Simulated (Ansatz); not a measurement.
CH$_{6}$FNOSi (SMILES NCO[SiH2]F)

Input file:

```
crystal:
  periodic: [false, false, false]
  atoms:
    - {symbol: N, position_ang: [-0.290793, 1.302366, -1.257793]}
    - {symbol: C, position_ang: [-0.687969, -0.009613, -0.899061]}
    - {symbol: O, position_ang: [-0.684923, -0.280285, 0.512027]}
    - {symbol: Si, position_ang: [0.594921, -0.831038, 1.343160]}
    - {symbol: F, position_ang: [1.747444, 0.278973, 1.410151]}
    - {symbol: H, position_ang: [-0.884656, 2.002148, -0.833465]}
    - {symbol: H, position_ang: [0.668912, 1.496190, -1.004016]}
    - {symbol: H, position_ang: [-0.036497, -0.731516, -1.403969]}
    - {symbol: H, position_ang: [-1.714173, -0.178982, -1.227695]}
    - {symbol: H, position_ang: [1.207735, -1.997282, 0.661053]}
    - {symbol: H, position_ang: [0.145300, -1.108064, 2.720307]}
basis:
  gaussian: {orbitals: def2-TZVPP}
hamiltonian: {xc: pbe0, dispersion: d4}
output: {orbitals: {seedname: orbitals}}
```

Launched as:

```sh
ansatz run in.yaml --threads 4 --pin off --events-out ev --progress --plain --max-ram 10444MiB
```

Geometry: PBE0-D4/def2-TZVP.

Theory: RKS PBE0-D4/def2-TZVPP in Ansatz 0.2.0.

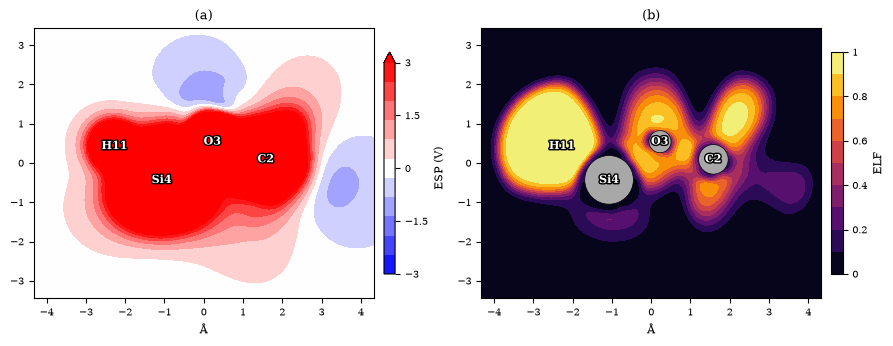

Figure 1. (a) molecular electrostatic potential; (b) electron localisation function on the plane of atoms O3, Si4 and H11. Grey discs cover the atomic cores in the ELF map.

Question: Interpret the plot.

Answer:
- Atoms in the plane: C, O, Si and H.
- C–O (1.44 Å): the ELF peaks at about 0.85 between the atoms (a shared but strongly polarised pair).
- Si–O (1.62 Å): the ELF peaks at about 0.85 between the atoms: a short, strongly polar bond.
- Si–H (1.47 Å): the ELF climbs to about 1 towards the hydrogen, as it does in any bond to H.
- The ELF also peaks beside O3, away from the bonds: lone-pair regions.
- Outside the dense part of the molecule the potential is most negative (−1.3 V) near O3.

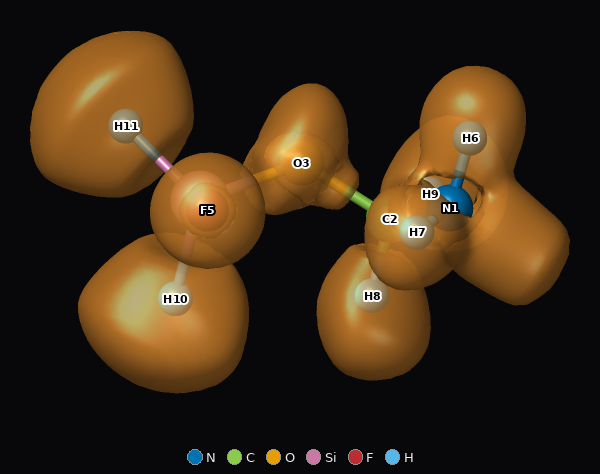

Figure 2. Isosurface of the electron localisation function at 0.75 (orange), seen from one side. Only the valence region is drawn (cores and ρ < 0.01 e/Å³ removed).

Question: Describe the localisation domains.

Answer: At this value the surface marks out four regions around hydrogen nuclei, one region on O in which the atom's valence shell and bonds are merged, one region wrapped around F (its lone pairs, merged into a ring or cap) and one joined region spread over several atoms (H, N), in which their bonds and any lone pairs are merged. Profiles from the grid: C–N (1.42 Å): the ELF peaks at about 0.95 between the atoms; localised, covalent bonding.

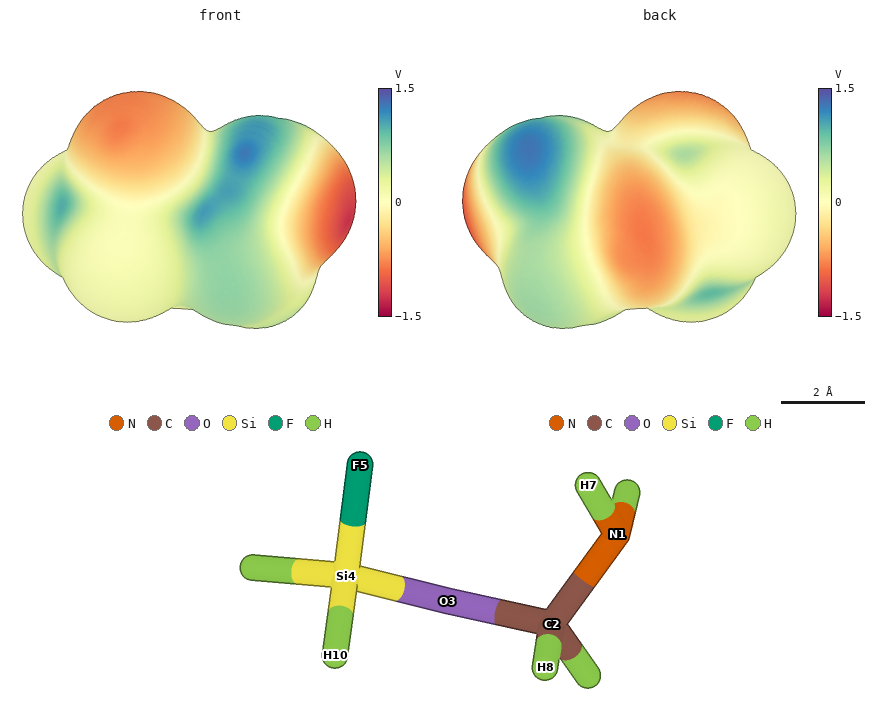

Figure 3. The molecular electrostatic potential painted on the density surface at 0.001 e/bohr³, seen from the front and from behind; the colour scale runs from red (negative) to blue (positive). The bare structure is drawn below in the same view.

Question: Describe the electrostatic potential map.

Answer: The most negative region (about −1.2 V, or −28 kcal/mol for a unit charge) lies over N1, the most positive (about +1.3 V, or +30 kcal/mol for a unit charge) over H6 and H7. N1 is the likeliest acceptor of a hydrogen bond.

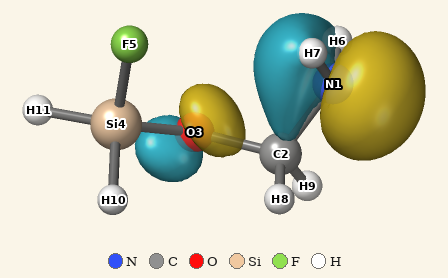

Figure 4. The HOMO at ±0.15 Å⁻³ᐟ² (yellow and cyan are the two phases), seen at a tilt.

Question: Describe this orbital and give its energy.

Answer: By Hirshfeld shares it lies mainly on N1 (about 65 %), O3 (about 10 %) and C2 (about 5 %); largely a lone pair of N1. Its energy is −7.69 eV.
